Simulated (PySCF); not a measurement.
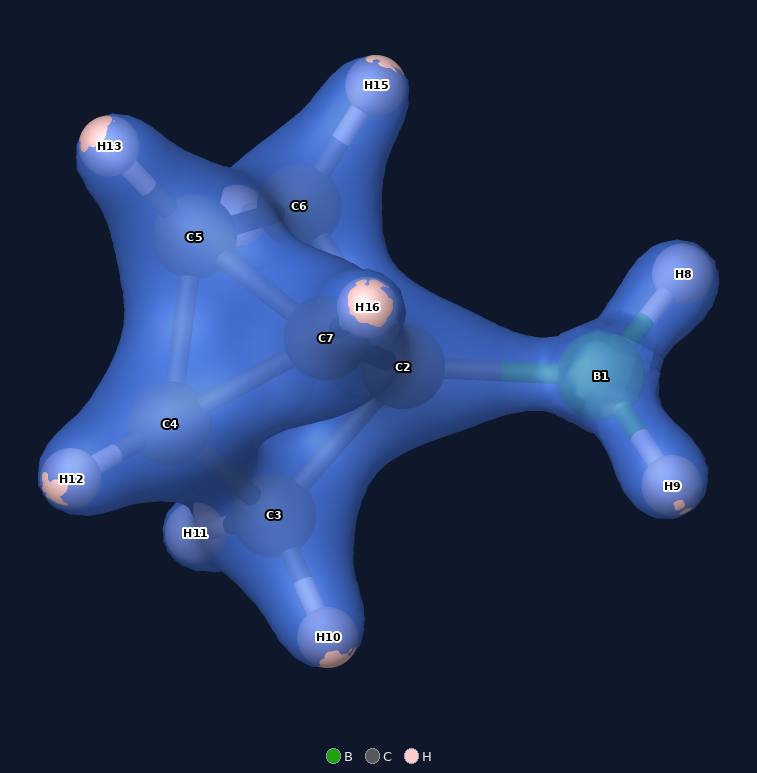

C6H9B. Isosurface of the electron density at 1 e/Å³ (blue), seen at a tilt.

Geometry: GFN2-xTB, MD frame at 250 fs, 200 K.

Level of theory: PBE0/pcSseg-1, SCF density, gas phase, non-relativistic in PySCF 2.14.0.

```yaml
atoms:
  - { symbol: B, position_ang: [1.6653, 0.5483, 0.2126] }
  - { symbol: C, position_ang: [0.2105, -0.0043, 0.0413] }
  - { symbol: C, position_ang: [-0.2025, -1.4122, -0.4883] }
  - { symbol: C, position_ang: [-1.3959, -1.2957, 0.5360] }
  - { symbol: C, position_ang: [-1.7909, 0.1523, 0.5348] }
  - { symbol: C, position_ang: [-0.9702, 0.9267, -0.4570] }
  - { symbol: C, position_ang: [-0.6335, -0.3150, 1.3553] }
  - { symbol: H, position_ang: [1.9900, 1.6165, -0.0417] }
  - { symbol: H, position_ang: [2.4408, -0.1326, 0.7814] }
  - { symbol: H, position_ang: [0.5313, -2.1800, -0.2304] }
  - { symbol: H, position_ang: [-0.5651, -1.5824, -1.5647] }
  - { symbol: H, position_ang: [-2.0033, -2.0915, 0.8565] }
  - { symbol: H, position_ang: [-2.7616, 0.4453, 0.9707] }
  - { symbol: H, position_ang: [-1.2339, 0.8754, -1.5365] }
  - { symbol: H, position_ang: [-0.8251, 2.0009, -0.1519] }
  - { symbol: H, position_ang: [-0.5842, -0.1750, 2.4359] }
```

Question: How is the density connected at this value?

Answer: At this value the surface is in one piece. It bridges the sampled C–C (1.49 Å), C–B (1.57 Å), C–H (1.05 Å) and C–C (1.56 Å) contacts, where the density stays above the isovalue. On the grid the lowest density along these lines, outside the cores, is 1.6 e/Å³ (C–C, 1.49 Å), 1.3 e/Å³ (C–B, 1.57 Å), 2 e/Å³ (C–H, 1.05 Å) and 1.5 e/Å³ (C–C, 1.56 Å).
